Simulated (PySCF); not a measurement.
## Electronic structure of C7H5FO (SMILES O=Cc1cccc(F)c1) in real space

```xyz
14

O     2.8399   -1.4585   -0.2577
C     2.3062   -0.3805   -0.2731
C     0.8634   -0.1477   -0.1033
C     0.0032   -1.2285    0.0950
C    -1.3534   -1.0212    0.2568
C    -1.8708    0.2639    0.2228
C    -1.0061    1.3282    0.0245
F    -1.5090    2.5773   -0.0089
C     0.3528    1.1484   -0.1395
H     2.8923    0.5477   -0.4219
H     0.4247   -2.2219    0.1183
H    -2.0158   -1.8592    0.4102
H    -2.9258    0.4511    0.3469
H     0.9976    2.0003   -0.2922
```

Geometry: GFN2-xTB.

The calculation used PySCF, CAM-B3LYP/def2-SVPD, SCF density, in a benzene solvent model.

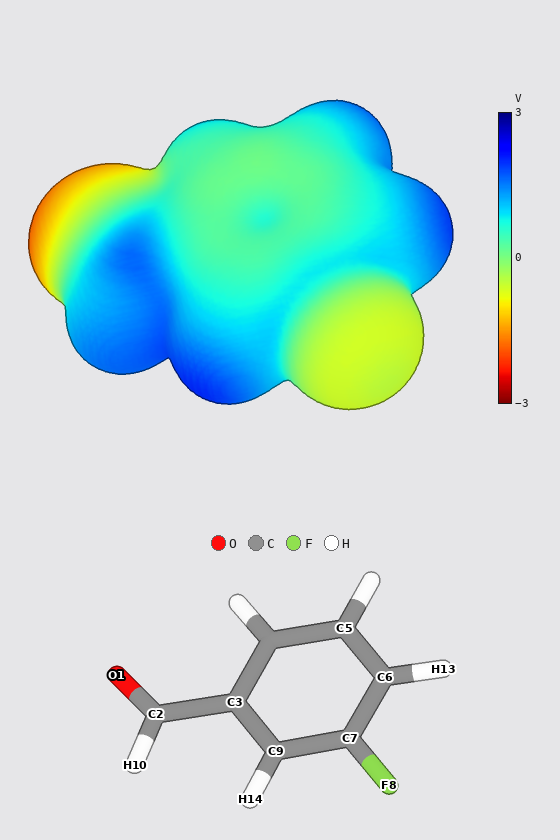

Figure 1. The molecular electrostatic potential painted on the density surface at 0.004 e/bohr³, seen at a tilt; the colour scale runs from red (negative) to blue (positive). The bare structure is drawn below in the same view.

Which sites attract a positive test charge, and which a negative one?

A positive charge is drawn to the negative regions and a negative charge to the positive ones. The most negative region (about −1.9 V, or −44 kcal/mol for a unit charge) lies over O1, the most positive (about +2.0 V, or +46 kcal/mol for a unit charge) over H14. O1 is the likeliest acceptor of a hydrogen bond.

What dipole moment does the calculation give?

Its dipole moment is 2.36 D.

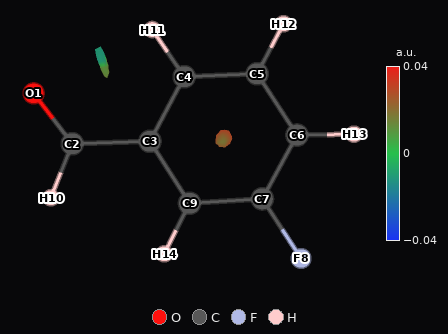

Figure 2. Non-covalent interaction (NCI) plot: the surface where the reduced density gradient is 0.5, for densities under 0.05 a.u., coloured by sign(λ₂)ρ; seen at a tilt.

What holds or crowds the atoms apart from the covalent bonds?

- Near H11, O1 and C4: mostly steric crowding (olive to red)
- Inside the ring or cage of C3, C4, C5, C6, C7 and C9: steric crowding (red)
